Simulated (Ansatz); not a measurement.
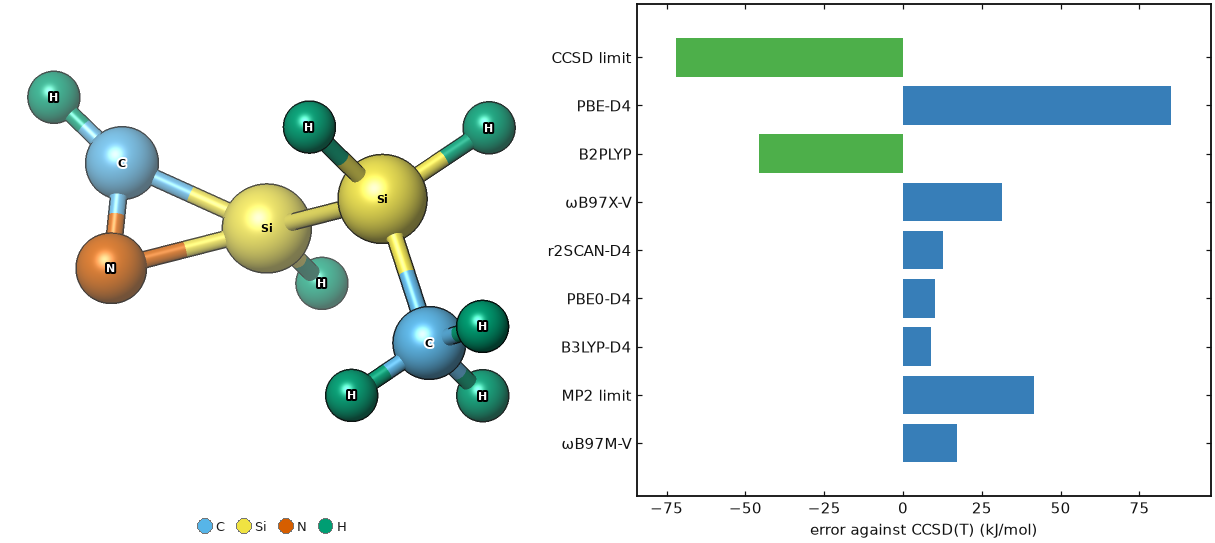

Error in the electronic atomisation energy (method less reference, so positive means overbinding) of C₂H₇NSi₂, SMILES C[SiH2][Si@@H]1C=N1: functionals in def2-TZVPP against frozen-core CCSD(T) at the limit (MP2 extrapolated from triple and quadruple zeta, plus CCSD(T) less MP2 in a smaller set), which gives 4251.2 kJ/mol, at a PBE0-D4/def2-TZVP geometry (no frequency check), no zero-point or spin-orbit term, the Ansatz code 0.2.0. The reference leaves out core correlation, a term that grows with the number of heavy atoms. B2PLYP holds a correlation term that converges slowly with the basis, so part of the distance to the limit is basis error. No dispersion term is added to B2PLYP. Limit means the basis limit.

Which of these levels overbind, and which underbind?

Answer. Overbind: PBE-D4, ωB97X-V and MP2 limit. Underbind: CCSD limit and B2PLYP. Within 25 kJ/mol of zero, too close to call in view of what the reference leaves out: r2SCAN-D4, PBE0-D4, B3LYP-D4 and ωB97M-V.

What range do the values span?

Answer. From −71.9 kJ/mol (CCSD limit) to 85.0 kJ/mol (PBE-D4).

Caveats, for all or some of the runs: one conformer of a flexible molecule.
